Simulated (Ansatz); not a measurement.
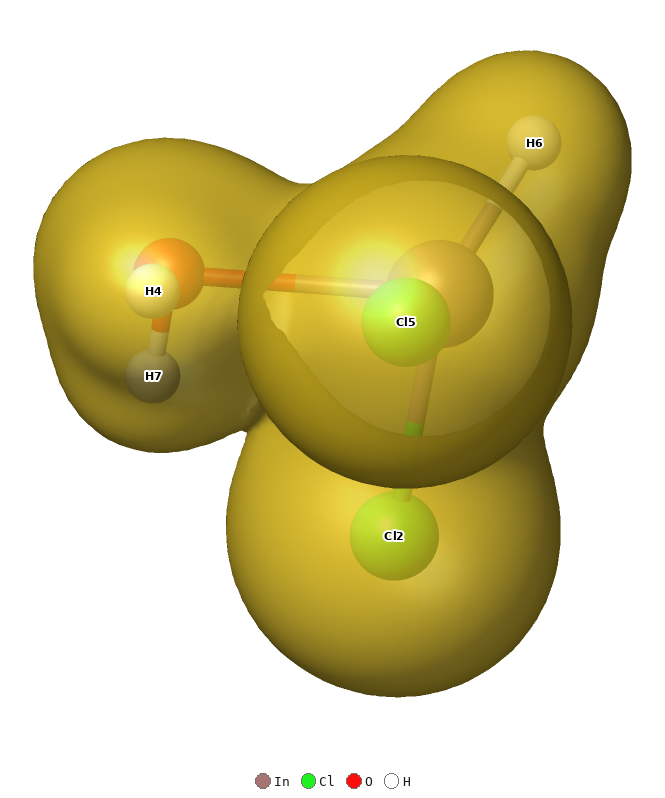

The picture shows: Cl₂H₃InO. Isosurface of the electron density at 0.1 e/Å³ (yellow), seen at an oblique angle.

Core potentials replace the inner electrons of In.

Computed with Ansatz 0.2.0, RKS PBE/def2-SVP.

```xyz
7

In   -0.5610    1.1248    0.0661
Cl   -0.6626    0.6422    2.4185
O     1.5014   -0.0092    0.1830
H     1.2072   -0.8238   -0.2873
Cl   -1.2928   -0.7812   -1.1953
H    -0.4540    2.7107   -0.5773
H     1.4200   -0.2412    1.1384
```

What does this surface tell about the bonding?

At this value the surface is in one piece. It bridges the sampled In–O (2.36 Å), In–Cl (2.40 Å), O–H (0.99 Å) and In–H (1.71 Å) contacts, where the density stays above the isovalue. On the grid the lowest density along these lines, outside the cores, is 0.32 e/Å³ (In–O, 2.36 Å), 0.46 e/Å³ (In–Cl, 2.40 Å), 2.2 e/Å³ (O–H, 0.99 Å) and 0.69 e/Å³ (In–H, 1.71 Å).
